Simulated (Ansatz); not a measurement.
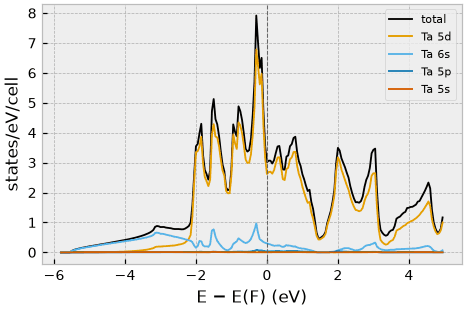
*Total and projected density of states of Ta (diamond, Fd-3m), PBE (plane waves, PAW; program Ansatz)*

**Question.** Which orbitals carry the states next to the Fermi level?

**Answer.** Within 0.5 eV of the Fermi level: Ta 5d 88 %, Ta 6s 9 %. Projections are on Löwdin-orthogonalised atomic valence shells; empty p or d shells of many metals are not among them.

**Question.** Where is the tallest occupied peak in this window, and what makes it?

**Answer.** Near -0.3 eV, about 7.9 states/eV per cell; the largest projected share is Ta 5d.

The start of the workflow was typed in or built on a structure type; neither database checked (COD, Materials Project) lists it. It is not the phase usual at ambient conditions (space group No. 229). The PBE relaxation kept the symmetry of its start; its stability against distortions is not shown here. The run is not spin-polarised. Scalar-relativistic: spin–orbit coupling is off unless named, which matters more the heavier the elements.

Potentials: the later of the program's two PAW sets.
